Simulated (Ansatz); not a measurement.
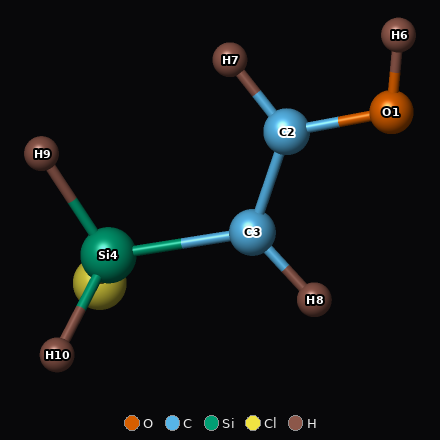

The system is C₂H₅ClOSi, SMILES OC=C[SiH2]Cl; the picture shows the reference structure. First axis: dihedral C2–C3–Si4–Cl5. Second axis: dihedral H6–O1–C2–C3. Nothing is relaxed (all other coordinates rigid). The grid has 15 × 15 points. All energies are given in eV relative to the lowest grid point. Theory: RKS r2SCAN-D4/def2-SVP in Ansatz 0.2.0.

Its coordinates:

```xyz
10

O    -0.7003    2.3534   -0.0347
C    -0.1920    1.1432    0.2690
C    -0.2040    0.1082   -0.5944
Si    0.5080   -1.5223   -0.1359
Cl   -0.9708   -2.9796    0.0879
H    -0.5891    2.9492    0.7168
H     0.2428    1.0494    1.2760
H    -0.6636    0.2807   -1.5763
H     1.2155   -1.3889    1.1708
H     1.4370   -2.0445   -1.1760
```

Range: dihedral C2–C3–Si4–Cl5 from −180 to 156°; dihedral H6–O1–C2–C3 from −180 to 156°.

### Predict the map.

The lowest grid point is at dihedral C2–C3–Si4–Cl5 = 108°, dihedral H6–O1–C2–C3 = 12°. The bottom of the well lies between grid points, at about dihedral C2–C3–Si4–Cl5 = 110°, dihedral H6–O1–C2–C3 = 0°, about 0.015 eV lower on the interpolated surface. Higher local minima lie near dihedral C2–C3–Si4–Cl5 = −108°, dihedral H6–O1–C2–C3 = −12° (0.014 eV above the lowest at that grid point); dihedral C2–C3–Si4–Cl5 = 108°, dihedral H6–O1–C2–C3 = −180° (0.023 eV above the lowest at that grid point); dihedral C2–C3–Si4–Cl5 = −12°, dihedral H6–O1–C2–C3 = 12° (0.035 eV above the lowest at that grid point). The highest grid point, dihedral C2–C3–Si4–Cl5 = −180°, dihedral H6–O1–C2–C3 = −84°, lies 0.470 eV above the lowest. On the interpolated surface the easiest way out of the lowest well to the well at about dihedral C2–C3–Si4–Cl5 = −5°, dihedral H6–O1–C2–C3 = 0° passes a barrier of about 0.086 eV, counted from the interpolated bottom of the well. Round the minimum the two coordinates are nearly uncoupled.

```
dihedral H6–O1–C2–C3 ↓, dihedral C2–C3–Si4–Cl5 →   −180   −156   −132   −108    −84    −60    −36    −12     12     36     60     84    108    132    156
                                             156  0.208  0.178  0.109  0.075  0.099  0.129  0.115  0.083  0.086  0.123  0.139  0.102  0.066  0.091  0.163
                                             132  0.308  0.280  0.215  0.185  0.211  0.243  0.230  0.197  0.197  0.232  0.248  0.213  0.177  0.198  0.266
                                             108  0.423  0.395  0.335  0.311  0.341  0.371  0.356  0.323  0.323  0.356  0.370  0.335  0.299  0.321  0.385
                                              84  0.468  0.438  0.380  0.362  0.394  0.422  0.403  0.370  0.373  0.406  0.415  0.376  0.342  0.367  0.432
                                              60  0.394  0.362  0.303  0.285  0.316  0.343  0.323  0.292  0.298  0.332  0.337  0.294  0.260  0.288  0.358
                                              36  0.252  0.220  0.158  0.135  0.164  0.191  0.174  0.145  0.153  0.186  0.190  0.146  0.110  0.140  0.213
                                              12  0.143  0.112  0.047  0.018  0.044  0.074  0.061  0.035  0.042  0.075  0.081  0.037  0.000  0.027  0.100
                                             −12  0.142  0.114  0.047  0.014  0.038  0.071  0.062  0.037  0.042  0.076  0.086  0.044  0.005  0.027  0.098
                                             −36  0.251  0.225  0.158  0.124  0.148  0.182  0.175  0.149  0.153  0.189  0.204  0.165  0.123  0.140  0.206
                                             −60  0.394  0.369  0.305  0.272  0.296  0.329  0.322  0.295  0.299  0.337  0.355  0.318  0.275  0.288  0.351
                                             −84  0.470  0.444  0.383  0.354  0.379  0.408  0.396  0.368  0.374  0.414  0.432  0.395  0.354  0.368  0.429
                                            −108  0.428  0.400  0.339  0.312  0.337  0.361  0.343  0.315  0.325  0.365  0.380  0.342  0.304  0.324  0.389
                                            −132  0.314  0.283  0.219  0.191  0.215  0.237  0.217  0.188  0.199  0.240  0.253  0.213  0.177  0.203  0.274
                                            −156  0.212  0.180  0.112  0.080  0.103  0.127  0.108  0.078  0.087  0.128  0.140  0.100  0.065  0.094  0.169
                                            −180  0.172  0.140  0.070  0.036  0.059  0.086  0.069  0.038  0.044  0.084  0.098  0.059  0.023  0.051  0.127
```

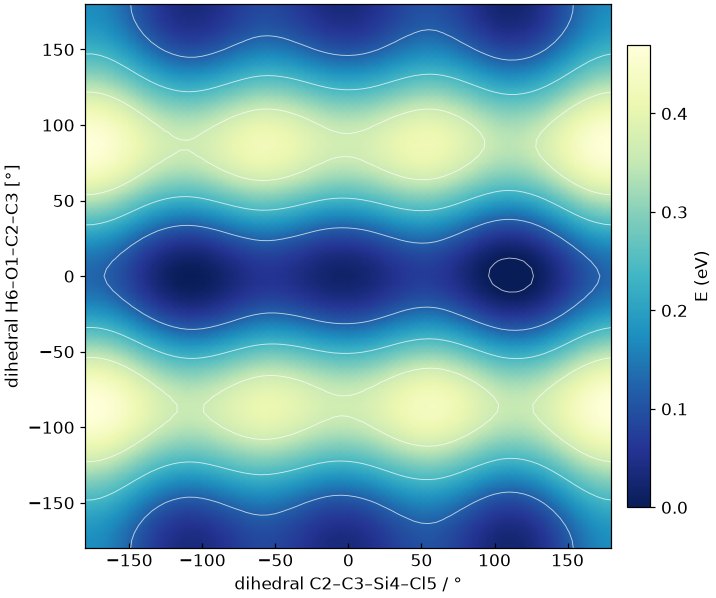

The picture shows a smooth colour map with a few white contour lines. Between grid points the surface is interpolated.

The whole map (225 points run) took 27 min on 1 thread of Intel(R) Xeon(R) Processor @ 2.70GHz (shared host).
